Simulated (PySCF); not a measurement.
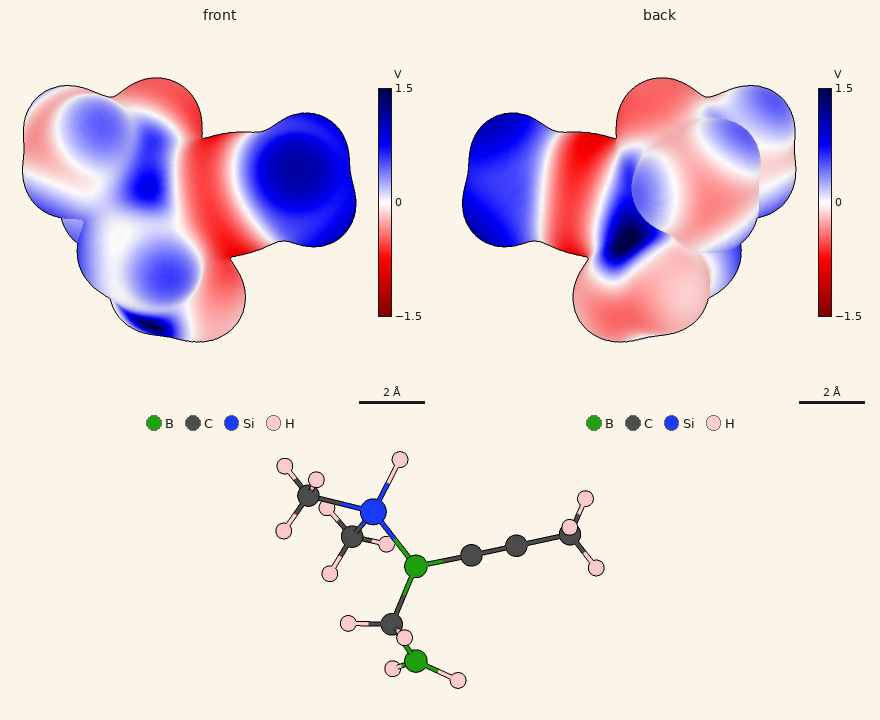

Figure 1: C$_{6}$H$_{14}$B$_{2}$Si (SMILES BCB(C#CC)[SiH](C)C). The molecular electrostatic potential painted on the density surface at 0.002 e/bohr³, seen from the front and from behind; the colour scale runs from red (negative) to blue (positive). The bare structure is drawn below in the same view.

Geometry: GFN2-xTB.

Method: PBE0/pcSseg-1, SCF density, gas phase, non-relativistic in PySCF.

```yaml
atoms:
  - { symbol: B, position_ang: [-1.7731, -1.9686, -0.2728] }
  - { symbol: C, position_ang: [-1.2093, -1.1290, 0.9178] }
  - { symbol: B, position_ang: [0.0206, -0.3106, 0.3255] }
  - { symbol: C, position_ang: [1.3219, -1.0222, 0.1533] }
  - { symbol: C, position_ang: [2.3846, -1.5859, 0.0138] }
  - { symbol: C, position_ang: [3.6525, -2.2565, -0.1542] }
  - { symbol: Si, position_ang: [-0.1968, 1.5829, -0.1827] }
  - { symbol: C, position_ang: [-1.5816, 1.7818, -1.4881] }
  - { symbol: C, position_ang: [-0.7209, 2.6666, 1.3083] }
  - { symbol: H, position_ang: [-1.2968, -3.0049, -0.5392] }
  - { symbol: H, position_ang: [-2.6575, -1.5615, -0.9241] }
  - { symbol: H, position_ang: [-0.8410, -1.7894, 1.7035] }
  - { symbol: H, position_ang: [-1.9577, -0.4562, 1.3345] }
  - { symbol: H, position_ang: [4.1473, -2.3460, 0.8134] }
  - { symbol: H, position_ang: [4.2974, -1.6922, -0.8283] }
  - { symbol: H, position_ang: [3.4983, -3.2569, -0.5597] }
  - { symbol: H, position_ang: [1.0029, 2.2450, -0.7556] }
  - { symbol: H, position_ang: [-1.7468, 2.8250, -1.7396] }
  - { symbol: H, position_ang: [-1.3351, 1.2558, -2.4058] }
  - { symbol: H, position_ang: [-2.5217, 1.3778, -1.1239] }
  - { symbol: H, position_ang: [-0.8583, 3.7030, 1.0155] }
  - { symbol: H, position_ang: [0.0254, 2.6463, 2.0973] }
  - { symbol: H, position_ang: [-1.6589, 2.3228, 1.7362] }
```

Which sites attract a positive test charge, and which a negative one?

Answer. A positive charge is drawn to the negative regions and a negative charge to the positive ones. The most negative region (about −0.8 V) lies over C4 and C5, the most positive (about +1.4 V) over B1 and B3.
